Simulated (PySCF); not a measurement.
## Electronic structure of C₅H₇FO₂Si in real space

The calculation's input:

```
{"job": {"kind": "nmr", "xc": "PBE0", "basis": "pcSseg-1"}, "charge": 0, "multiplicity": 1}
O      0.773459    -1.802089     1.528885
C      0.076674    -1.074805     0.859230
O     -1.258557    -1.156494     0.938964
C     -2.028645    -0.384303     0.027340
C     -1.504903     1.039863    -0.126473
C     -0.041217     0.974770    -0.432557
C      0.687650    -0.059400    -0.010928
Si     2.542220    -0.338355    -0.172520
F      3.016811     0.805307    -1.216574
H     -2.016541    -0.887176    -0.949387
H     -3.046598    -0.403989     0.422367
H     -2.052648     1.547226    -0.920978
H     -1.655031     1.604244     0.800078
H      0.407203     1.789356    -0.982805
H      2.833180    -1.599471    -0.830596
H      3.259345    -0.045740     1.054544
```

Launched as:

```sh
OMP_NUM_THREADS=1 python probes_run.py task.json out
```

Geometry: GFN2-xTB.

All numbers below come from PySCF, PBE0/pcSseg-1, SCF density, gas phase, non-relativistic.

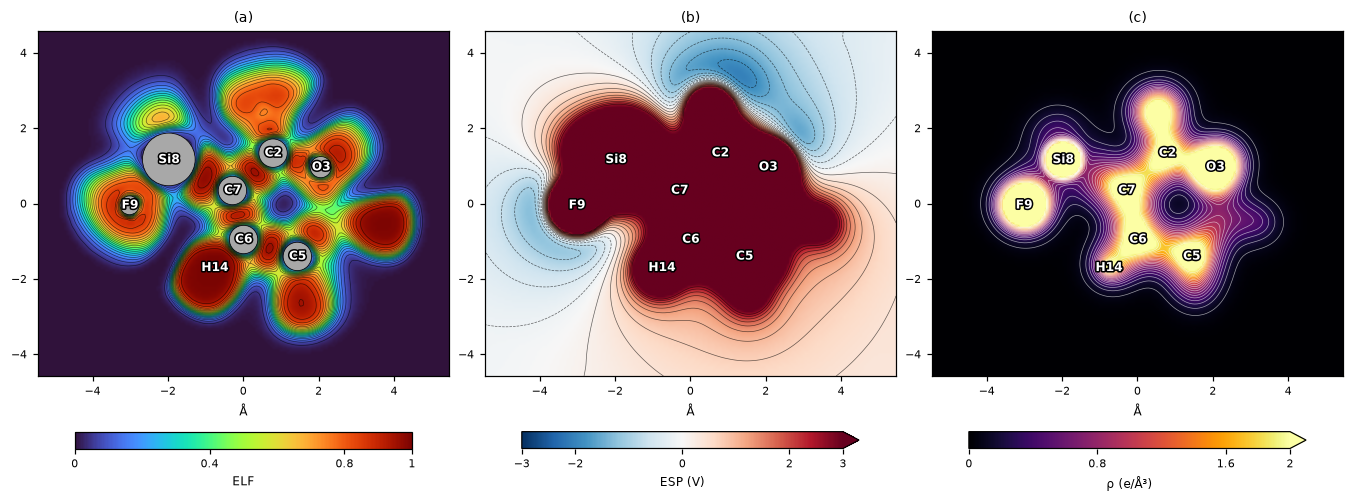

Figure 1. (a) electron localisation function; (b) electrostatic potential; (c) electron density on the plane of atoms C5, C6 and C7. Grey discs cover the atomic cores in the ELF map.

Describe what can be read from this map.

Answer. Atoms in the plane: C, O, Si, F and H. C–C (1.33 Å): ρ at the midpoint is about 2.3 e/Å³; the ELF peaks at about 0.90 between the atoms; a short, multiple covalent bond. Si–F (1.62 Å): the density is about 1 e/Å³ at the midpoint; the ELF peaks at about 0.85 in the valence shell of F, 0.5 Å from its nucleus, and is about 0.50 at the midpoint. C–Si (1.88 Å): ρ at the midpoint is about 0.95 e/Å³; the ELF peaks at about 1 between the atoms: localised, covalent bonding. C–H (1.08 Å): ρ is about 2.1 e/Å³ halfway; the ELF climbs to about 1 towards the hydrogen, as it does in any bond to H; a covalent bond by its length. C–O (1.34 Å): ρ at the midpoint is about 2.4 e/Å³; the ELF peaks at about 0.90 between the atoms (a shared but strongly polarised pair). The ELF also peaks beside F9, O3 and O1, away from the bonds: lone-pair regions. Outside the dense part of the molecule the potential is most negative (−2.0 V) near O1, which lies off the plane.

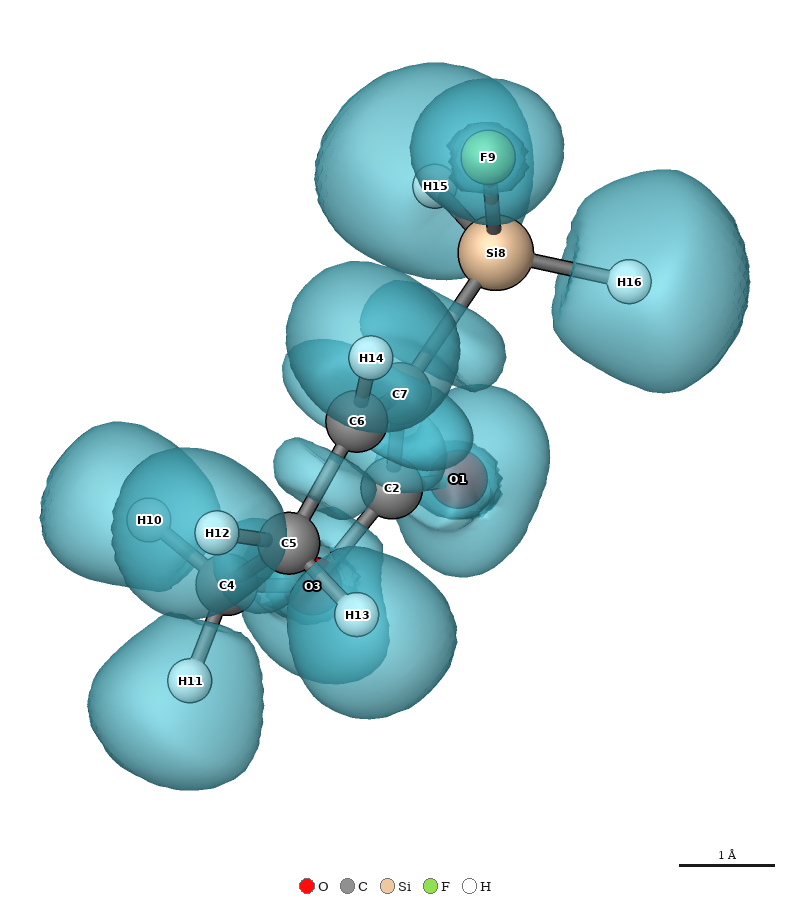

Figure 2. Isosurface of the ELF at 0.75 (cyan), seen at an oblique angle. Only the valence region is drawn (cores and ρ < 0.01 e/Å³ removed).

What do the ELF domains correspond to?

Answer. The ELF exceeds this value in four regions between bonded C–C atoms (shared pairs), one region between bonded C–Si atoms (shared pairs), seven regions around hydrogen nuclei, two regions on O in which the atom's valence shell and bonds are merged and one region wrapped around F (its lone pairs, merged into a ring or cap). Along the contacts the grid gives the following. C–O (1.21 Å): the ELF peaks at about 0.85 between the atoms; a short, multiple covalent bond.

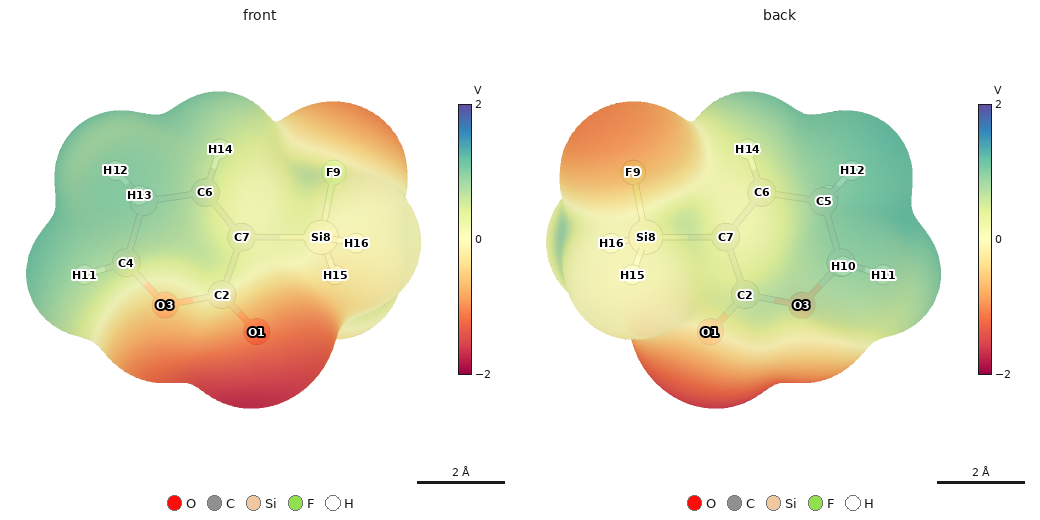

Figure 3. The electrostatic potential painted on the density surface at 0.001 e/bohr³, seen from the front and from behind; red is negative and blue positive.

Describe the electrostatic potential map.

Answer. The most negative region (about −1.7 V) lies over O1, the most positive (about +1.2 V) over C4 and H12. O1 is the likeliest acceptor of a hydrogen bond.
